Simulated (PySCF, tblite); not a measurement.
**C3H4FN2S radical: geometry, infrared bands and EPR parameters**

Wanted: the infrared bands and EPR parameters of C3H4FN2S radical (`FCC1=NSN[CH]1`), by calculation.

Programs: tblite 0.8.0 and PySCF 2.14.0, with density-fitted response routines of our own. Each step states its level of theory. These are calculated values for one molecule in the gas phase, unless marked as measured. Atoms count from 0, in the outputs and in this text.

## Step 1: The starting structure

11 atoms, charge 0, multiplicity 2; geometry from: force field or distance geometry start.

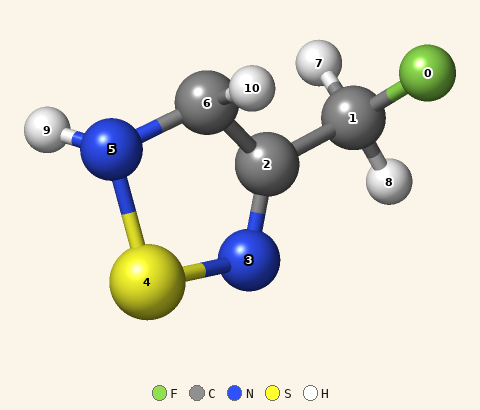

The starting geometry (fluorine green, carbon grey, nitrogen blue, sulfur yellow, hydrogen white), atoms numbered.

## Step 2: Optimising the geometry with GFN2-xTB

Job settings and geometry (Å):

```
{"job": {"kind": "relax", "xc": "GFN2-xTB", "basis": "xTB"}, "charge": 0, "multiplicity": 2}
F     -2.070900     1.249200    -0.514200
C     -1.704200     0.067100     0.065900
C     -0.211700    -0.206500    -0.170800
N      0.144200    -1.235100    -0.807100
S      1.887900    -1.184500    -0.869300
N      2.090500     0.082300     0.373700
C      0.819800     0.702300     0.268300
H     -1.917300     0.034200     1.163500
H     -2.296300    -0.770100    -0.385700
H      2.364500    -0.297800     1.288700
H      0.899100     1.561600    -0.438900
```

Command:

```bash
$ OMP_NUM_THREADS=1 python probes_run.py task.json out
```

The driver reads the jobs from task.json and runs them one after another.

**Question.** This job is followed by: GFN2-xTB harmonic vibrations, gas phase; UKS B3LYP, pcH-1 on C F H N S, non-relativistic, mean-field spin-orbit, GIAO. Predict these results of the whole session: strongest single infrared mode (GFN2-xTB); zero-point energy (GFN2-xTB); g(iso) (B3LYP); ⟨S²⟩; largest a(iso) (averaged by class); surface potential, least and greatest.

The runs gave:

| quantity | value |
| --- | --- |
| strongest single infrared mode (GFN2-xTB) | 424 cm⁻¹, 127 km/mol |
| zero-point energy (GFN2-xTB) | 44.6 kcal/mol |
| g(iso) (B3LYP) | 2.00362 |
| ⟨S²⟩ | 0.762 (exact 0.75) |
| largest a(iso) (averaged by class) | 13C on C2, -26.4 MHz |
| surface potential, least and greatest | -1.53 V and 2.39 V |

The optimisation took 88 steps and gained 1.904 eV; among the close pairs (by a distance rule), N3–S4 changed most, from 1.746 to 1.627 Å. No mode is imaginary among the 27: a minimum at this level. The strongest single mode, at 424 cm⁻¹, moves mainly H9 and N5. GFN2-xTB is a fitted tight-binding method: band positions and strengths are rough. Its intensities can rank the bands wrongly. The largest spin populations lie on N3 (0.38 e), C6 (0.31 e). The isotropic g lies 1.3 ppt above the free-electron value.
